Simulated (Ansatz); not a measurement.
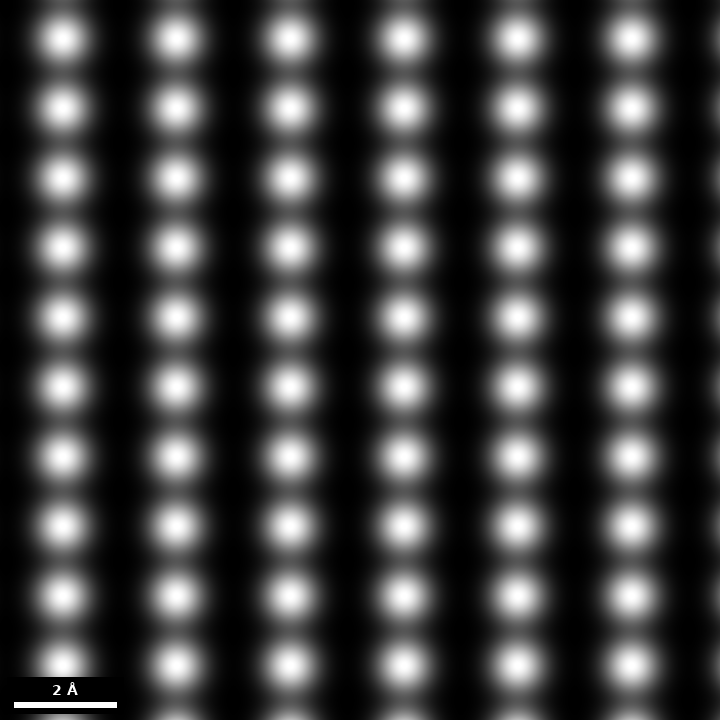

Z-contrast image of Ir (Fm-3m, No. 225) along [211]. The image is simulated as a sum over atoms of Z^1.8, blurred by a 0.84 Å probe (no channelling). The probe carries 15 % of its weight in a tail 2.5 times as wide. Structure used: the input geometry of an electronic-structure calculation (not necessarily at equilibrium).

Question: What can be read from this image?

Answer: The columns repeat on a rectangular net of 1.35 × 2.21 Å (plane group p2mm). All columns are alike (Ir). The shortest distance between visible columns is 1.35 Å in projection. Along the beam the structure repeats every 4.69 Å.
